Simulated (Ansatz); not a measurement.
# ZnHCl + HCl: a complex and its separated parts

Aim: how far the complex at one end of a reaction step lies below its separated, relaxed parts, level by level.

Program: Ansatz 0.2.0, Gaussian basis. Level of theory: PBE0-D4/def2-TZVP structures, single points in def2-TZVPP, no counterpoise correction. These are calculated values, not measurements.

Levels: SPW92, PBE-D4, BLYP-D4, r2SCAN-D4, B97M-V, PBE0-D4, B3LYP-D4, r2SCAN0-D4, BHLYP-D4, CAM-B3LYP-D4, wB97X-V, wB97M-V, B2PLYP, PBE-QIDH, RPA on PBE, Hartree-Fock, MP2, CCSD, CCSD(T).

Correlated methods freeze the cores. The 3s and 3p shells of Cu and Zn are frozen; filled d shells are correlated. B3LYP uses VWN-RPA correlation. B2PLYP carries no dispersion term here.

94 further runs of the same task are left out: 94 set aside as unsound or not needed.

**1. The starting structure**

The complex: 5 atoms, charge 0, spin multiplicity 1.

Atoms are counted from 1 here; the program's logs count them from 0.

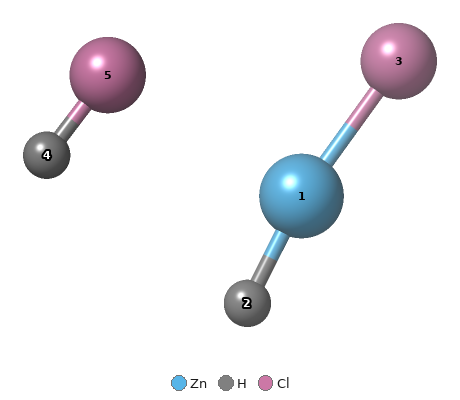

As it starts; zinc blue, hydrogen grey, chlorine pink; atoms are numbered from 1 in the order of the file.

Geometry (Å):

```xyz
5

Zn    0.6370   -0.9183    0.2395
H     1.0194   -0.2429    1.5558
Cl    0.3047   -2.1045   -1.4799
H    -0.8900    2.0039    0.3570
Cl   -1.0713    1.2619   -0.6724
```

Its parts: ZnHCl holds atoms 1, 2, 3; HCl holds atoms 4, 5. Each part counts its atoms afresh in its own runs.

**2. Relaxing ZnHCl alone**

relax-a/in.yaml

```yaml
crystal:
  periodic: [false, false, false]
  atoms:
    - {symbol: Zn, position_ang: [0.636980, -0.918317, 0.239521]}
    - {symbol: H, position_ang: [1.019412, -0.242939, 1.555782]}
    - {symbol: Cl, position_ang: [0.304749, -2.104504, -1.479936]}
basis:
  gaussian: {orbitals: def2-TZVP}
hamiltonian: {xc: pbe0, dispersion: d4}
relax: {f_tol: 0.005, max_steps: 200}
```

Launch:

```sh
$ ansatz run in.yaml --threads 4 --pin off --events-out ev --progress --plain --max-ram 9574MiB
```

The runs that follow: Relaxing HCl alone; SPW92/def2-TZVPP; PBE-D4/def2-TZVPP; BLYP-D4/def2-TZVPP; r2SCAN-D4/def2-TZVPP; B97M-V/def2-TZVPP; PBE0-D4/def2-TZVPP; B3LYP-D4/def2-TZVPP; r2SCAN0-D4/def2-TZVPP; BHLYP-D4/def2-TZVPP; CAM-B3LYP-D4/def2-TZVPP; wB97X-V/def2-TZVPP; wB97M-V/def2-TZVPP; B2PLYP/def2-TZVPP; PBE-QIDH/def2-TZVPP; RPA on PBE/def2-TZVPP; CCSD(T)/def2-TZVPP; Vibrations of ZnHCl; Vibrations of HCl.

Q: Predict the outcome of this session. Wanted: complex less parts, CCSD(T)/def2-TZVPP; with zero-point energy; largest T1 diagnostic.

**Answer**, as computed:

| quantity | value |
| --- | --- |
| complex less parts, CCSD(T)/def2-TZVPP | -0.107 eV |
| with zero-point energy | -0.073 eV |
| largest T1 diagnostic | 0.014 |

At CCSD(T) the complex lies 0.107 eV below its parts. PBE-QIDH is the best functional here (-0.013 eV from CCSD(T)); SPW92 is the worst (-0.148 eV). Mean unsigned error by rung: LDA 0.148, GGA 0.033, meta-GGA 0.052, hybrid 0.044, range-separated hybrid 0.040, double hybrid 0.020 eV. PBE-D4 gives a relative energy 0.048 eV too low, an error of 45 % of the reference. No counterpoise was applied, and triple zeta lacks some correlation, so the CCSD(T) reference has a basis error of its own, and close matches with it are partly luck.
